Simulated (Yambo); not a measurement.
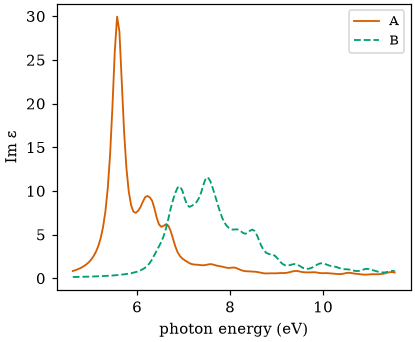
Two computed absorption spectra of BN (space group Fmm2, No. 42) (Yambo, PBEsol bands with the same scissor, field along x)

Axes are Cartesian, with cell vectors (Å) (0.00, 3.33, 2.17), (1.25, 0.00, 2.17), (1.25, 3.33, 0.00).

**Question.** Which curve includes the electron-hole attraction (BSE)?

**Answer.** Curve A: the attraction moves weight to lower energy (centre of the plotted range 6.3 eV against 7.8 eV). Settings: 10×10×10 mesh, 3 valence and 2 conduction bands, static screening with 11 bands and a 4 Ry block, scissor 1.78 eV, Tamm-Dancoff. The scissor comes from a G0W0 run whose convergence isn't established. Broadening 0.15 eV. The band window holds all transitions up to 14.2 eV. On this mesh the peak heights and the fine structure are mesh artefacts; only the shift of weight is robust.

Geometry relaxed with PBE+D3(BJ); primitive cell a = 3.9776 Å, b = 2.5041 Å, c = 3.5627 Å, α = 79.86°, β = 38.29°, γ = 61.85°.

This is not the ordinary phase of the substance; no match was found in the copy of COD used, and its stability was not checked.
